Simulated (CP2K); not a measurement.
4-aminopyridine has these distinct N atoms: N1 (bonded to C and 2 H) and N5 (bonded to 2 C).

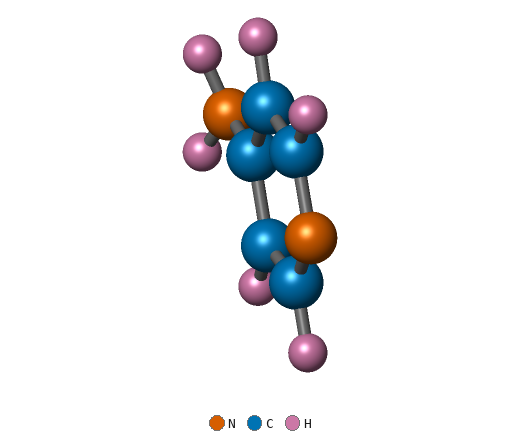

The molecule (nitrogen orange, carbon blue, hydrogen pink).

```xyz
13

N     2.0607   -0.2319    0.3595
C     0.7052   -0.0786    0.1222
C    -0.0212    0.9988    0.6643
C    -1.3949    1.0690    0.4452
N    -2.1071    0.1703   -0.2627
C    -1.3972   -0.8526   -0.7791
C    -0.0238   -1.0249   -0.6229
H     2.5751   -0.8425   -0.2659
H     2.5769    0.5917    0.6490
H     0.4807    1.7677    1.2533
H    -1.9639    1.9025    0.8661
H    -1.9670   -1.5853   -1.3572
H     0.4766   -1.8841   -1.0719
```

Their partial N K spectra (CP2K XAS_TDP, all-electron GAPW, PBEh(45%), aug-cc-pVDZ, TDA, GW2X-corrected core level, no relativity) are given in random order, each times the number of alike atoms.

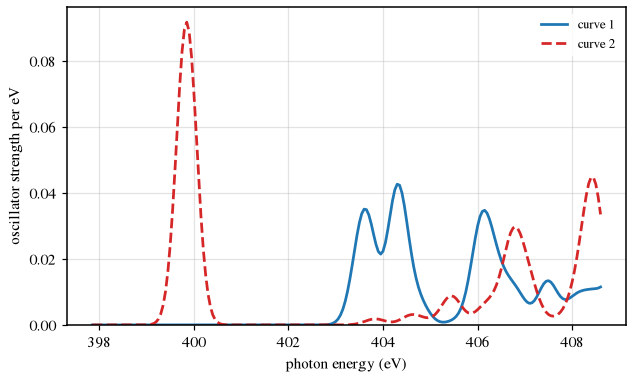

Gaussian full width 0.5 eV, oscillator strength per eV, alike atoms added, rows of zeros left out.

Question: Which curve belongs to which atom?

Curve 1: N1 (bonded to C and 2 H), leading line at 403.67 eV (f = 0.013 an atom), ionisation energy 406.49 eV, term value 2.82 eV. Curve 2: N5 (bonded to 2 C), leading line at 399.85 eV (f = 0.049 an atom), ionisation energy 404.79 eV, term value 4.94 eV. The leading line of an atom is its first one with 35 % of the strongest within 2.5 eV of its lowest line over the strength cut. A line lies at the core ionisation energy, which rises as an atom loses charge to its neighbours or to a π system, less the term value, which is large for a low π* or σ* orbital with weight on that atom.

[Banner, clock and machine lines of the logs are left out without a mark of their own.]

[Logs are printed without paths, hosts, clocks, repeated set-up lines and the standing remarks that a program may print on its own settings, such as how far it seeks lower states.]

[Hosts, paths, dates, database ids (printed as entryN), source tags and the programs' standing remarks are cut or masked in the printed files.]
